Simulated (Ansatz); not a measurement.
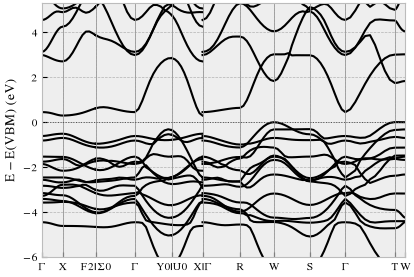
*Band structure from r²SCAN (plane waves, PAW; program Ansatz)*

Problem. Read off the gap and where the band edges lie.

Solution. About 0.3 eV (0.29 eV by a search for the band edges); maximum at T, minimum at X.

The material is Ba$_{2}$PdO$_{3}$ in space group Immm (No. 71; Ba on 4i, Pd on 2a, O on 4i, O on 2d).

The workflow started from a Materials Project entry (that database holds measured and hypothetical structures alike); the Crystallography Open Database files this formula in space group No. 71, but the cells were not matched. Its standing as an ambient phase is unchecked. The r²SCAN relaxation kept the symmetry of its start; its stability against distortions is not shown here. The run is not spin-polarised. Spin–orbit coupling is left out wherever it is not named.

Potentials: the later of the program's two PAW sets.
